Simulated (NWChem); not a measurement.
**SF4 (sulfur tetrafluoride): HF/6-31G(d,p) (spherical functions)**

What is the vertical ionisation energy of SF4 (sulfur tetrafluoride) at HF/6-31G** (spherical functions)? 

The results are computed with NWChem 7.3.0.

## Step 1: The structure to begin with

SF4: 5 atoms, total charge 0, spin state singlet. SMILES: `FS(F)(F)F`. The shape is that of a PBE0-D4/def2-TZVP optimisation.

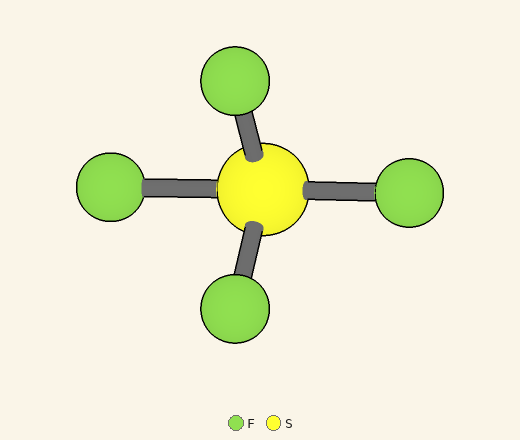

The structure, seen from a chosen angle (fluorine green, sulfur yellow).

## Step 2: The energy at HF/6-31G(d,p) (spherical functions)

calc.xyz

```xyz
5
F4S
F     -0.561200    -0.228000     1.172800
S      0.064000    -0.357400    -0.243000
F      1.536700    -0.462000     0.491400
F     -1.440100    -0.077300    -0.858200
F      0.400600     1.124600    -0.563100
```

calc.nw

```
START calc
TITLE "F4S"
memory stack 880 mb heap 220 mb global 1100 mb

GEOMETRY noautosym nocenter noautoz
 load format xyz calc.xyz
END

BASIS "ao basis" spherical bse
 * library 6-31G**
END

SCF
 thresh 1e-08
 maxiter 80
 print low
END

TASK scf energy
```

The run is started by

```
$ nwchem calc.nw > calc.out
```

Standard output, shortened:

```text
[...]
  functions       =    74
[...]
  wavefunction    = RHF
[...]
         Total SCF energy =   -795.135878963443
      One-electron energy =  -1699.344590294414
      Two-electron energy =    605.489650753518
 Nuclear repulsion energy =    298.719060577453
        Time for solution =     12.7s
 Task  times  cpu:       13.1s     wall:       13.1s
[...]
```

It took 14 s on 1 thread of Intel Xeon Platinum 8259CL at 2.50GHz (Skylake/Cascade Lake), shared host; peak memory 0.099 GiB.

## Step 3: The doublet cation at the same level

f4s.nw

```
start f4s
title "F4S"
memory total 2200 mb
charge 1

geometry units angstrom noautosym nocenter noautoz
F     -0.561200    -0.228000     1.172800
S      0.064000    -0.357400    -0.243000
F      1.536700    -0.462000     0.491400
F     -1.440100    -0.077300    -0.858200
F      0.400600     1.124600    -0.563100
end

basis spherical bse
* library 6-31G**
end

scf
doublet
uhf
thresh 1e-08
maxiter 80
noprint "final vectors analysis"
end

task scf
```

The run is started by

```
$ nwchem f4s.nw > f4s.out
```

Standard output, shortened:

```text
[...]
  functions       =    74
[...]
  wavefunction    = UHF
[...]
         Total SCF energy =   -794.694000278624
      One electron energy =  -1683.335163858987
      Two electron energy =    589.922103002910
 Nuclear repulsion energy =    298.719060577453
                       Sz =      0.5000
                 Sz(Sz+1) =      0.7500
                      S^2 =      0.8296
[...]
```

It took 26 s on 1 thread of Intel Xeon Platinum 8259CL at 2.50GHz (Skylake/Cascade Lake), shared host; peak memory 0.097 GiB.

## Step 4: Results

At HF/6-31G** (spherical functions):

| quantity | value |
| --- | --- |
| singlet SF4: total energy | -795.13588 Eh |
| doublet cation: total energy | -794.69400 Eh |
| doublet cation: ⟨S²⟩ | 0.830 |
| vertical ionisation energy (to the doublet cation) | 12.024 eV |

What this shows: Removing an electron at fixed nuclei costs 12.02 eV (277 kcal/mol).
